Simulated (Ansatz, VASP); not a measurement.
# CdTe in two plane-wave programs

Wanted: the spread between two codes on one cell, functional and k mesh. The cell is taken from a series of VASP runs on this material, whose earlier steps may have relaxed, scaled or displaced it; both programs get it as it stands. Valence electrons are named where the data sets of a main pair hold unlike numbers.

Program: Ansatz 0.2.0. Level of theory: plane waves, with VASP 6.6.1 beside it; band structure at PBE0. Results are calculated unless marked as measured.

## (1) Starting point

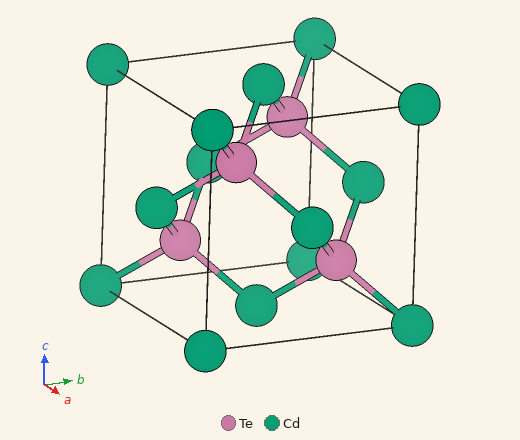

Start, viewed slightly off an axis; tellurium pink, cadmium teal. This picture shows the conventional cell, with its axes. Bonds to atoms that aren't drawn are left out. Some periodic images of atoms are drawn too.

## (2) VASP: band structure, PBE0

The same path points are solved in both programs, so levels can be compared one by one.

Lines of VASP's logs that name or quote its potential files are left out, and so is its time.

The run reads the wave functions of an earlier VASP run, which isn't shown here.

INCAR reads:

```
SYSTEM = CdTe
PREC = Accurate
ENCUT = 350
EDIFF = 1E-06
NELM = 100
ISMEAR = 0
SIGMA = 0.03
LREAL = .FALSE.
ALGO = Normal
LHFCALC = .TRUE.
AEXX = 0.25
GGA = PE
LASPH = .TRUE.
NBANDS = 15
PRECFOCK = Fast
HFRCUT = -1
LORBIT = 11
LWAVE = .FALSE.
LCHARG = .FALSE.
KPAR = 4
```

POSCAR reads:

```
CdTe
1.0
    0.0000000000      3.2400000000      3.2400000000
    3.2400000000      0.0000000000      3.2400000000
    3.2400000000      3.2400000000      0.0000000000
Te Cd
1 1
Direct
    0.7500000000      0.7500000000      0.7500000000
    0.0000000000      0.0000000000      0.0000000000
```

KPOINTS reads:

```
Automatic mesh
0
Gamma
4 4 4
0 0 0
```

KPOINTS_OPT reads:

```
Line mode
10
Line-mode
Reciprocal
  0.00000000   0.00000000   0.00000000 GAMMA
  0.50000000   0.00000000   0.50000000 X

  0.50000000   0.00000000   0.50000000 X
  0.50000000   0.25000000   0.75000000 W

  0.50000000   0.25000000   0.75000000 W
  0.37500000   0.37500000   0.75000000 K

  0.37500000   0.37500000   0.75000000 K
  0.00000000   0.00000000   0.00000000 GAMMA

  0.00000000   0.00000000   0.00000000 GAMMA
  0.50000000   0.50000000   0.50000000 L

  0.50000000   0.50000000   0.50000000 L
  0.62500000   0.25000000   0.62500000 U

  0.62500000   0.25000000   0.62500000 U
  0.50000000   0.25000000   0.75000000 W

  0.50000000   0.25000000   0.75000000 W
  0.50000000   0.50000000   0.50000000 L

  0.50000000   0.50000000   0.50000000 L
  0.37500000   0.37500000   0.75000000 K

  0.62500000   0.25000000   0.62500000 U
  0.50000000   0.00000000   0.50000000 X
```

The projector-augmented-wave data sets are Te and Cd (PBE family, release 64).

The run is started by

```sh
$ mpirun -np 4 vasp_std
```

Numbers of over 12 decimals in the logs are rounded to 6 here.

The program printed:

```text
[banner, memory and clock lines left out]
running    4 mpi-ranks, on    1 nodes
 distrk:  each k-point on    1 cores,    4 groups
 distr:  one band on    1 cores,    1 groups

 POSCAR found type information on POSCAR TeCd
 POSCAR found :  2 types and       2 ions
 LDA part: xc-table for (Slater+PW92), standard interpolation
 found WAVECAR, reading the header
 POSCAR, INCAR and KPOINTS ok, starting setup
 FFT: planning ... GRIDC
 FFT: planning ... GRID_SOFT
 FFT: planning ... GRID
 HFRCUT set to (new)   10.129441
 reading WAVECAR
 the WAVECAR file was read successfully
 initial charge from wavefunction
 entering main loop
       N       E                     dE             d eps       ncg     rms          rms(c)
DAV:   1    -0.650614304579E+01   -0.65061E+01   -0.18364E+00   240   0.126E+01    0.101E+01
DAV:   2    -0.651097177241E+01   -0.48287E-02   -0.10418E-01   275   0.403E+00    0.684E+00
DAV:   3    -0.650696415114E+01    0.40076E-02   -0.15793E-02   282   0.154E+00    0.423E+00
DAV:   4    -0.650611737319E+01    0.84678E-03   -0.18099E-03   275   0.401E-01    0.253E+00
DAV:   5    -0.650590044513E+01    0.21693E-03   -0.35241E-04   261   0.138E-01    0.153E+00
DAV:   6    -0.650587451993E+01    0.25925E-04   -0.10155E-04   268   0.664E-02    0.931E-01
DAV:   7    -0.650587209535E+01    0.24246E-05   -0.13623E-05   276   0.272E-02    0.565E-01
DAV:   8    -0.650587240824E+01   -0.31289E-06   -0.28300E-06   253   0.138E-02
   1 F= -.65058724E+01 E0= -.65058724E+01  d E =-.285569E-11
 Start KPOINTS_OPT (optional k-point list driver)
k-point batch [1-8\100]
       N       E                     dE             ncg
DAV:   1     0.139495711249E+03   -0.15074E+04      240
DAV:   2    -0.750729066266E+03   -0.89022E+03      268
DAV:   3    -0.794091799985E+03   -0.43363E+02      282
DAV:   4    -0.794822714366E+03   -0.73091E+00      367
DAV:   5    -0.794827990249E+03   -0.52759E-02      282
DAV:   6    -0.794828043944E+03   -0.53695E-04      353
DAV:   7    -0.794828044570E+03   -0.62630E-06      218
[...]
k-point batch [97-100\100]
       N       E                     dE             ncg
DAV:   1     0.200608377944E+04   -0.19727E+04      120
DAV:   2     0.158784933395E+04   -0.41823E+03      134
DAV:   3     0.157032099963E+04   -0.17528E+02      162
DAV:   4     0.157002767493E+04   -0.29332E+00      194
DAV:   5     0.157002581769E+04   -0.18572E-02      169
DAV:   6     0.157002580644E+04   -0.11246E-04      180
DAV:   7     0.157002580629E+04   -0.14929E-06      116
```

OUTCAR, selected parts (step 2):

```text
ion  position               nearest neighbor table
   1  0.750  0.750  0.750-   2 2.81   2 2.81   2 2.81   2 2.81
   2  0.000  0.000  0.000-   1 2.81   1 2.81   1 2.81   1 2.81

  LATTYP: Found a face centered cubic cell.
 ALAT       =     6.4800000000

 Subroutine GETGRP returns: Found 24 space group operations
 (whereof 24 operations were pure point group operations)

The static configuration has the point symmetry T_d .

 Found      8 irreducible k-points:

   k-points           NKPTS =      8   k-points in BZ     NKDIM =     64   number of bands    NBANDS=     15

   dimension x,y,z NGX =    28 NGY =   28 NGZ =   28
   dimension x,y,z NGXF=    56 NGYF=   56 NGZF=   56

   ENCUT  =  350.0 eV  25.72 Ry    5.07 a.u.   6.99  6.99  6.99*2*pi/ulx,y,z

   NELECT =      18.0000    total number of electrons

 k-points in reciprocal lattice and weights: Automatic mesh
   0.00000000  0.00000000  0.00000000       0.016
   0.25000000  0.00000000  0.00000000       0.125
   0.50000000  0.00000000  0.00000000       0.062
   0.25000000  0.25000000  0.00000000       0.094
   0.50000000  0.25000000  0.00000000       0.375
  -0.25000000  0.25000000  0.00000000       0.188
   0.50000000  0.50000000  0.00000000       0.047
  -0.25000000  0.50000000  0.25000000       0.094

  exchange ACFDT corr.  =         0.00000000  see jH, gK, PRB 81, 115126

 average (electrostatic) potential at core
       1 -87.0530       2 -32.2309

 E-fermi :   1.6414

 k-point     1 :       0.0000    0.0000    0.0000
  band No.  band energies     occupation
    ...
      5      -7.8848      2.00000
      6      -7.8848      2.00000
      7       1.5091      2.00000
      8       1.5091      2.00000
      9       1.5092      2.00000
     10       3.7246      0.00000
     11       7.6691      0.00000
     12       7.6691      0.00000
     13       7.6691      0.00000
     14      10.7086      0.00000
    ...

 k-point     2 :       0.2500    0.0000    0.0000
  band No.  band energies     occupation
    ...
      5      -7.8865      2.00000
      6      -7.8865      2.00000
      7      -1.4027      2.00000
      8       1.0438      2.00000
      9       1.0438      2.00000
     10       4.9826      0.00000
     11       8.2521      0.00000
     12       8.2521      0.00000
     13       8.4583      0.00000
     14      11.4426      0.00000
    ...

 k-point     3 :       0.5000    0.0000    0.0000
  band No.  band energies     occupation
    ...
      5      -7.8788      2.00000
      6      -7.4392      2.00000
      7      -3.3238      2.00000
      8       0.6589      2.00000
      9       0.6589      2.00000
     10       4.7975      0.00000
     11       8.2573      0.00000
     12       8.2573      0.00000
     13      10.1750      0.00000
     14      11.9803      0.00000
    ...

  energy-cutoff  :      350.00
  volume of cell :       68.02
      direct lattice vectors                 reciprocal lattice vectors
     0.000000000  3.240000000  3.240000000    -0.154320988  0.154320988  0.154320988
     3.240000000  0.000000000  3.240000000     0.154320988 -0.154320988  0.154320988
     3.240000000  3.240000000  0.000000000     0.154320988  0.154320988 -0.154320988

 POSITION                                       TOTAL-FORCE (eV/Angst)
 -----------------------------------------------------------------------------------
      4.86000      4.86000      4.86000         0.000000      0.000000     -0.000000
      0.00000      0.00000      0.00000        -0.000000     -0.000000      0.000000
 -----------------------------------------------------------------------------------
    total drift:                               -0.000002      0.000020     -0.000043

  FREE ENERGIE OF THE ION-ELECTRON SYSTEM (eV)
  ---------------------------------------------------
  free  energy   TOTEN  =        -6.5058724082 eV

  energy  without entropy=       -6.5058724082  energy(sigma->0) =       -6.50587241

 total charge
# of ion       s       p       d       tot
------------------------------------------
    1        1.302   2.247   0.019   3.568
    2        0.436   0.316   9.559  10.311
--------------------------------------------------
tot          1.738   2.563   9.578  13.880

[... 3 further parts left out ...]
```

The k-mesh is coarse for unscreened exact exchange, which converges slowly with it.

(Part 1 of 2 ends here.)

[Lines on the potential files, build, host, timing and source positions are cut from VASP's logs without a mark.]

[Logs are printed without paths, hosts, clocks, repeated set-up lines and the standing remarks that a program may print on its own settings, such as how far it seeks lower states.]

[Hosts, paths, dates, database ids (printed as entryN), source tags and the programs' standing remarks are cut or masked in the printed files.]
